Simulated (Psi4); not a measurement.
# SiH3Br (SMILES [SiH3]Br): BHLYP/def2-TZVP

Aim: the energy change on altering one bond length of SiH3Br at BHLYP/def2-TZVP, from 2 runs. 

Program for the calculation: Psi4 1.11.

1 further run of the same task is left out (set aside as unsound or not needed).

## (1) Starting point

SiH3Br has 5 atoms, charge 0, and is taken as a singlet. SMILES: `[SiH3]Br`. The coordinates come from a PBE0-D4/def2-TZVP relaxation.

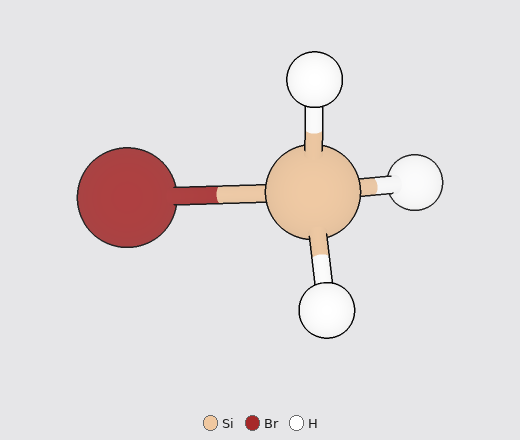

The structure, seen from a chosen angle (silicon light orange, bromine red, hydrogen white).

## (2) Energy and forces at BHLYP/def2-TZVP

The input, calc.py:

```python
import psi4

psi4.set_memory('2200 MB')
psi4.set_num_threads(1)
psi4.set_output_file('output.dat', False)

m = psi4.geometry("""
0 1
Si    -0.147420     0.056100    -0.043220
Br     1.853020    -0.705130     0.543250
H     -1.064550    -0.105170     1.107850
H     -0.625550    -0.731350    -1.202270
H     -0.015510     1.485560    -0.405610
symmetry c1
no_reorient
no_com
""")

psi4.set_options({
    'basis': 'def2-TZVP',
    'reference': 'rks',
    'puream': True,
    'e_convergence': 1e-09,
    'd_convergence': 1e-08,
    'scf_type': 'pk',
    'dft_radial_points': 99,
    'dft_spherical_points': 590,
})

e_tot, wfn = psi4.gradient('BHHLYP', return_wfn=True)
psi4.oeprop(wfn, 'LOWDIN_CHARGES', 'MULLIKEN_CHARGES', 'MAYER_INDICES', title='BHHLYP')
print('gradient / Eh bohr^-1')
print(e_tot.np.round(6))
print(f'energy = {wfn.energy():.10f} Eh')
```

On the command line:

```console
$ python calc.py
```

output.dat:

```text
[...]
  Running in c1 symmetry.
[...]
  Nuclear repulsion =  150.830234135502508
[...]
  Multiplicity = 1
[...]
  Nalpha       = 26
  Nbeta        = 26
[...]
    Number of basis functions: 103
[...]
   @RKS iter   1: -2865.20639320070131   -1.57145e+00   1.36593e-02 ADIIS/DIIS
[...]
   @RKS iter  10: -2865.48823584831780   -1.09139e-11   3.31102e-09 DIIS
[...]
  @RKS Final Energy: -2865.48823584831780
   => Energetics <=
    Nuclear Repulsion Energy =            150.8302341355025078
    One-Electron Energy =               -4286.4918211951971898
    Two-Electron Energy =                1328.0551059479537344
    DFT Exchange-Correlation Energy =     -57.8817547365772427
    Empirical Dispersion Energy =           0.0000000000000000
    VV10 Nonlocal Energy =                  0.0000000000000000
    Total Energy =                      -2865.4882358483173448
[...]
 Multipole Moments:
 ------------------------------------------------------------------------------------
     Multipole            Electronic (a.u.)      Nuclear  (a.u.)        Total (a.u.)
 ------------------------------------------------------------------------------------
 L = 1.  Multiply by 2.5417464519 to convert [e a0] to [Debye]
 Dipole X            :       -115.9329318          115.4362069           -0.4967248
 Dipole Y            :         44.1159129          -43.9268917            0.1890212
 Dipole Z            :        -33.9880541           33.8424249           -0.1456292
 Magnitude           :                                                    0.5510648
[...]
  -Total Gradient:
     Atom            X                  Y                   Z
    ------   -----------------  -----------------  -----------------
       1        0.004891543038    -0.001860474495     0.001432073947
       2       -0.000266556084     0.000101422487    -0.000078428280
       3       -0.003342741367    -0.000579202400     0.004171580450
       4       -0.001749054767    -0.002850723244    -0.004208013841
       5        0.000463446577     0.005190422789    -0.001318405600
[...]
  Mulliken Charges: (a.u.)
   Center  Symbol    Alpha    Beta     Spin     Total
       1    SI     6.82884  6.82884  0.00000  0.34233
       2    BR    17.62835 17.62835  0.00000 -0.25670
       3     H     0.51427  0.51427  0.00000 -0.02854
       4     H     0.51427  0.51427  0.00000 -0.02854
       5     H     0.51427  0.51427  0.00000 -0.02854
   Total alpha = 26.00000, Total beta = 26.00000, Total charge =  0.00000
  Lowdin Charges: (a.u.)
   Center  Symbol    Alpha    Beta     Spin     Total
       1    SI     6.99692  6.99692  0.00000  0.00617
[...]
```

Standard output:

```text
gradient / Eh bohr^-1
[[ 4.892e-03 -1.860e-03  1.432e-03]
 [-2.670e-04  1.010e-04 -7.800e-05]
 [-3.343e-03 -5.790e-04  4.172e-03]
 [-1.749e-03 -2.851e-03 -4.208e-03]
 [ 4.630e-04  5.190e-03 -1.318e-03]]
energy = -2865.4882358483 Eh
```

Wall time 11 s (1 thread of AMD EPYC 9R45 (Zen 5), shared host); peak memory 1.1 GiB.

## (3) The distorted shape, same level

The input, input.dat:

```
memory 2.2 GB

molecule molecule1 {
  Si
  Br 1 2.219274
  H 1 1.480573 2 108.39399
  H 1 1.9247 3 110.52687 2 118.65793
  H 1 1.480568 3 110.52673 4 122.68393
  symmetry c1
}

set puream true
set e_convergence 1e-09
set d_convergence 1e-08
set scf_type pk
set dft_radial_points 99
set dft_spherical_points 590

energy_value, wavefunction = gradient("bhhlyp/def2-TZVP", return_wfn=True)
print_variables()
```

On the command line:

```console
$ psi4 -n 1 input.dat output.dat
```

output.dat:

```text
[...]
  Running in c1 symmetry.
[...]
  Nuclear repulsion =  149.011624238026457
[...]
  Multiplicity = 1
[...]
  Nalpha       = 26
  Nbeta        = 26
[...]
    Number of basis functions: 103
[...]
   @RKS iter   1: -2865.16235192540717   -1.63377e+00   1.36686e-02 ADIIS/DIIS
[...]
   @RKS iter  10: -2865.44707319008103   -1.18234e-11   7.06658e-09 DIIS
[...]
    Orbital Energies [Eh]
    ---------------------
    Doubly Occupied:
       1A   -485.599998     2A    -67.205762     3A    -63.519594
       4A    -57.159802     5A    -57.158138     6A    -57.158098
       7A     -9.137660     8A     -6.882810     9A     -6.876779
      10A     -6.876646    11A     -5.664946    12A     -3.930103
      13A     -3.928109    14A     -3.927473    15A     -2.857187
      16A     -2.855019    17A     -2.854897    18A     -2.849356
      19A     -2.849355    20A     -0.885198    21A     -0.615801
      22A     -0.447612    23A     -0.433163    24A     -0.398888
      25A     -0.358307    26A     -0.344067
[...]
  @RKS Final Energy: -2865.44707319008103
   => Energetics <=
    Nuclear Repulsion Energy =            149.0116242380264566
    One-Electron Energy =               -4282.4589203563773481
    Two-Electron Energy =                1325.8350919620702371
    DFT Exchange-Correlation Energy =     -57.8348690338002811
    Empirical Dispersion Energy =           0.0000000000000000
    VV10 Nonlocal Energy =                  0.0000000000000000
    Total Energy =                      -2865.4470731900810279
[...]
 Multipole Moments:
 ------------------------------------------------------------------------------------
     Multipole            Electronic (a.u.)      Nuclear  (a.u.)        Total (a.u.)
 ------------------------------------------------------------------------------------
 L = 1.  Multiply by 2.5417464519 to convert [e a0] to [Debye]
 Dipole X            :          0.5699928           -0.3608742            0.2091186
 Dipole Y            :          0.3290734           -0.2083422            0.1207312
 Dipole Z            :         10.9018220          -11.3145189           -0.4126969
 Magnitude           :                                                    0.4781478
[...]
  -Total Gradient:
     Atom            X                  Y                   Z
    ------   -----------------  -----------------  -----------------
       1        0.048096116863     0.027766419597     0.020715728895
       2        0.000456297942     0.000263227625     0.002598002745
       3        0.002196585813     0.006353985769    -0.001177049824
       4       -0.057347115807    -0.033108928464    -0.020963635189
       5        0.006599862176    -0.001273696032    -0.001176000014
[...]
```

Run time: 11 s. Hardware: 1 thread of AMD EPYC 9R45 (Zen 5), shared host; peak memory 1.1 GiB.

## (4) Summary of results

At BHLYP/def2-TZVP:

| quantity | value |
| --- | --- |
| first shape: total energy | -2865.48824 Eh |
| first shape: dipole moment | 1.40 D |
| first shape: HOMO energy | -9.60 eV |
| first shape: LUMO energy | 0.56 eV |
| first shape: HOMO–LUMO gap | 10.16 eV |
| first shape: largest force on an atom | 0.279 eV/Å |
| distorted shape: total energy | -2865.44707 Eh |
| distorted shape: dipole moment | 1.22 D |
| distorted shape: HOMO energy | -9.36 eV |
| distorted shape: LUMO energy | 0.17 eV |
| distorted shape: HOMO–LUMO gap | 9.53 eV |
| distorted shape: largest force on an atom | 3.572 eV/Å |
| energy change with the Si1–H4 bond stretched from 1.481 to 1.925 Å | 1.120 eV |

In words: With the Si1–H4 bond stretched from 1.481 to 1.925 Å the energy rises by 1.12 eV (108 kJ/mol). The first shape isn't relaxed at this level, so the change isn't measured from a minimum. The largest force (first shape) is 0.28 eV/Å: the shape isn't a stationary point for this species at this level.
